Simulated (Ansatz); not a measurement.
Input file:

```
crystal:
  periodic: [false, false, false]
  atoms:
    - { symbol: Cl, position_ang: [0.4623, 1.8453, 0.4449] }
    - { symbol: Al, position_ang: [-0.6779, 0.1307, -0.3539] }
    - { symbol: Br, position_ang: [0.2046, -2.0408, -0.1042] }
basis:
  gaussian:
    orbitals: "6-31G*"
hamiltonian:
  xc: b3lyp
magnetization:
  spin_polarized: true
  initial_magnetization: 1.0
output:
  orbitals: {}
```

Launched as:

```sh
python albrcl_energy.py
```

Level of theory: SCF B3LYP, Gaussian basis (Ansatz).

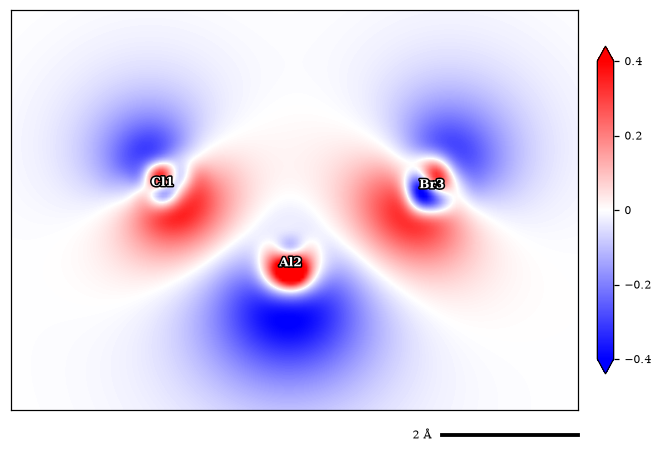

AlBrCl (SMILES [Cl][Al][Br]) (doublet). One frontier orbital on the molecular plane (values in Å⁻³ᐟ²; the overall sign is arbitrary).

Question: Which orbital is it: HOMO (α) or LUMO (α)?

Answer: The HOMO (α), at −6.74 eV. By Hirshfeld shares it lies mainly on Al2 (about 65 %), Br3 (about 20 %) and Cl1 (about 15 %); it is symmetric in the molecular plane (an in-plane orbital: σ, lone-pair or in-plane π type).
